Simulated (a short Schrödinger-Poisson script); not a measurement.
Structure: MOS inversion layer, Si3N4 on p-type Si(100), at 300 K.

| layer | material | thickness (nm) | Na (cm⁻³) |
|---|---|---|---|
| 1 | Si3N4 | 1.3 | - |
| 2 | Si | 210 | 4.3e18 |

The device is made up for the run: typed textbook-type constants, with dimensions and the other settings drawn at random. Si3N4: permittivity 7.5, conduction-band edge (eV) 1.95, gap (eV) 5.1, electron mass (mₑ) 0.5. Si: permittivity 11.7, conduction-band edge (eV) 0, gap (eV) 1.124, Nv at 300 K (cm⁻³) 3.1e19.

Channel valleys (confinement mass, in-plane density-of-states mass, number): Δ2 0.916, 0.19, 2; Δ4 0.19, 0.417, 4. At the gate the conduction-band edge of layer 1 lies 1.96 eV − eVg above the Fermi level of the channel; the field vanishes at the back. Gaps are held at their typed values at every temperature. Mesh 0.03 nm at interfaces.

From a short Schrödinger-Poisson script (our own, NumPy): 1D Poisson equation in equilibrium, electrons quantum, Hartree (BenDaniel-Duke, 12 states a valley, the channel's in-plane mass for all, wave functions ending at the dielectric), parabolic valleys, classical holes, full ionisation, no traps, pinning or gate leakage.

Only gate voltages with over 1e8 electrons/cm² are shown.

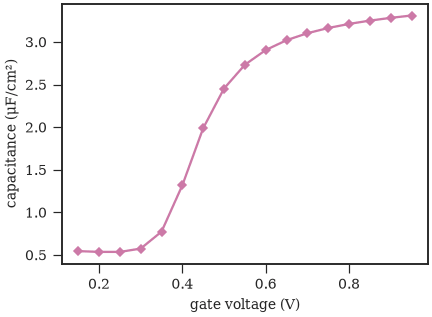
Fig. 1. Quasi-static capacitance against gate voltage

| Vg (V) | electrons (cm⁻²) | C (μF/cm²) | Δ2 E0 (meV) | Δ2 E1 (meV) | Δ4 E0 (meV) | Δ4 E1 (meV) |
|---|---|---|---|---|---|---|
| 0.15 | 1.11e8 | 0.545 | 273.1 | 403.9 | 393.8 | 600.4 |
| 0.25 | 2.79e9 | 0.536 | 189.6 | 324.9 | 314.5 | 529.5 |
| 0.35 | 6.59e10 | 0.774 | 107.5 | 247.3 | 236.5 | 459.3 |
| 0.45 | 6.80e11 | 1.99 | 45.2 | 189.3 | 178.6 | 407.1 |
| 0.55 | 2.09e12 | 2.73 | 11.6 | 160.2 | 150.0 | 381.8 |
| 0.65 | 3.84e12 | 3.02 | -10.1 | 143.1 | 133.4 | 367.5 |
| 0.75 | 5.74e12 | 3.16 | -27.3 | 130.4 | 121.3 | 357.4 |
| 0.85 | 7.72e12 | 3.25 | -42.3 | 119.8 | 111.4 | 349.1 |
| 0.95 | 9.74e12 | 3.31 | -56.1 | 110.5 | 102.5 | 341.9 |

Subbands count from the Fermi level.
